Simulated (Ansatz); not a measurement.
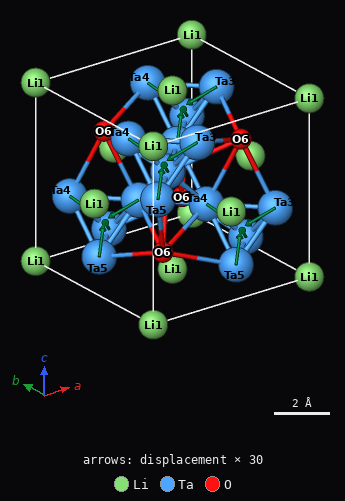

This is a relaxation of solid LiTa$_{4}$O (a generated structure, set up in F-43m) (coarse preliminary run). The starting structure is drawn; green arrows show the displacements (the part carried along by the change of the cell is left out), magnified 30 times.

A ball-and-stick model of the conventional cell (4 times the calculation's cell), seen from a free direction. Lengths and directions refer to the drawn axes.

All numbers below come from Ansatz 0.2.0, DFT PBE, scalar-relativistic, plane waves, PAW. (plane-wave cutoff 420 eV; k-point mesh 4 × 4 × 4; occupations gaussian; smearing width 0.1 eV; no spin polarisation; cell and atoms relaxed; force threshold 0.04 eV/Å; at most 70 steps)

Question: What happened in the run?

Answer: The largest moves relative to the cell, 0.047 Å, are those of Ta atoms. O and Li stay in place. The drawn cell changes as follows: a = b = c 7.224 → 7.707 Å (+6.7 %); the volume changes by +21.4 %. Some distances before and after: Ta–Ta 2.541 → 2.788 Å, O–Ta 2.993 → 3.202 Å, Ta–Ta 2.567 → 2.662 Å. The space group stays F-43m (No. 216). Over 5 accepted moves (7 points after the start) the energy falls by 274 meV per atom. Largest force component: 1.3 eV/Å at the start, 0.00029 eV/Å at the end. The pressure goes from 27.93 to 0.00 GPa. The SCF was repeated twice at an unchanged geometry on a basis and grid sized afresh for the cell, which shifted the energy by 8.2 meV per atom at most. Cost: 23 s on 1 thread of Arm Neoverse V2, with other jobs on the host, peak memory 0.35 GiB.
